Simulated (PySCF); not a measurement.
**C$_{4}$H$_{12}$O$_{3}$Si, SMILES `C[Si](OC)(OC)OC`: what the electrons do**

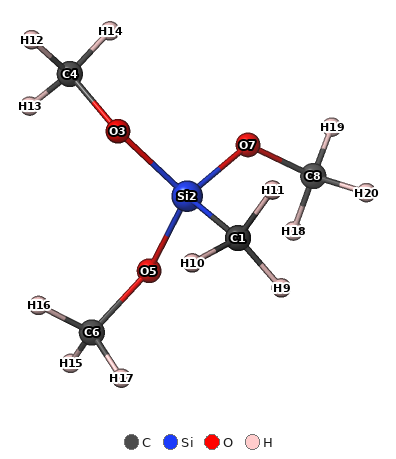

The molecule, with its atoms numbered as below. No frequency check shows the geometry to be a minimum.

Coordinates in Å:

```
C1      -0.2544    0.7114    2.0440
Si2     -0.0506   -0.0019    0.2990
O3       1.1525   -1.0795    0.4655
C4       1.5984   -2.0321   -0.4644
O5       0.2375    1.1656   -0.8165
C6       1.2594    2.1244   -0.8011
O7      -1.3383   -0.7965   -0.2914
C8      -2.5762   -0.2643   -0.6788
H9      -0.9636    1.5343    2.0409
H10      0.6859    1.0887    2.4319
H11     -0.6177   -0.0347    2.7420
H12      2.4022   -2.5994    0.0063
H13      1.9747   -1.5468   -1.3678
H14      0.7853   -2.7049   -0.7401
H15      1.2837    2.6004   -1.7822
H16      2.2280    1.6634   -0.5959
H17      1.0630    2.8798   -0.0365
H18     -2.4403    0.6011   -1.3284
H19     -3.1175   -1.0444   -1.2154
H20     -3.1516    0.0369    0.1997
```

Part 1: Bonding charge

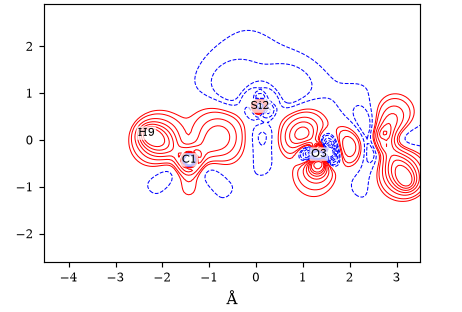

Deformation density (molecule less spherical, spin-averaged free atoms) in the plane of C1, Si2, O3 and H9; contours at ±0.05 to ±0.8 e/Å³; solid red lines: gain, dashed blue lines: loss.

PySCF calculation, PBE0/def2-TZVP, gas phase; geometry: GFN2-xTB.

Q: Describe the bonding that the map shows.

A: C1–H9: +0.67 e/Å³ at the bond critical point (bond length 1.09 Å, Mayer order 1.0). C1–Si2: +0.21 e/Å³ at the bond critical point (bond length 1.90 Å, Mayer order 1.0). Si2–O3: +0.13 e/Å³ at the bond critical point (bond length 1.62 Å, Mayer order 1.2). In all, 4.7 electrons gather in the regions of gain relative to the promolecule. A small or negative value marks a very polar bond, one between electron-rich atoms, whose free-atom densities already overlap strongly, a long bond to a heavier atom, or a closed-shell contact such as a hydrogen bond.

Part 2: Electrostatic potential

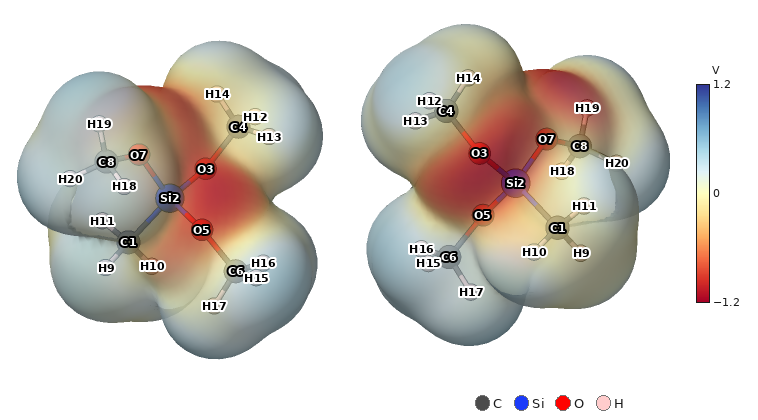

Electrostatic potential on the surface of electron density 0.001 a.u. (back view left, front view right).

Q: Where are the extremes of the potential on the surface?

A: Highest: 0.51 V, 1.3 Å from H15. Further maxima include 0.45 V, 1.4 Å from H16. Lowest: −1.12 V, 1.8 Å from O3. Further minima include −0.86 V, 1.9 Å from O7; −0.22 V, near H11 (1.81 Å), H10 (1.84 Å), C1 (1.99 Å) and H9 (2.01 Å). The surface is sampled at points, so like sites can differ by a few per cent and only the strongest of them is named.

Part 3: In an electric field

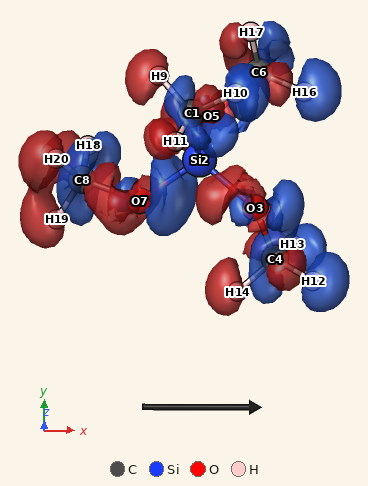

Change of the electron density in a uniform field of 0.21 V/Å along +x (arrow), surfaces at ±0.002 e/Å³ (red: gain, blue: loss).

Method: PBE0/def2-TZVP; geometry: GFN2-xTB; program: PySCF. A basis without diffuse functions makes polarisabilities too small.

Q: What dipole is induced, and what polarisability does it imply?

A: The induced dipole is 0.84 D (along the field); α along this axis, from the fields in both directions, is 83 bohr³ (12.3 Å³).

Q: Which atoms gain and lose the most charge?

A: Electrons gather most on H20 (Hirshfeld charge changes by −0.006 e) and leave H16 most (+0.007 e); 0.086 electrons are displaced in all.

The PySCF runs shown took 3.1 min and 5.6 min on 1 thread of Arm Neoverse V1, on a shared host.
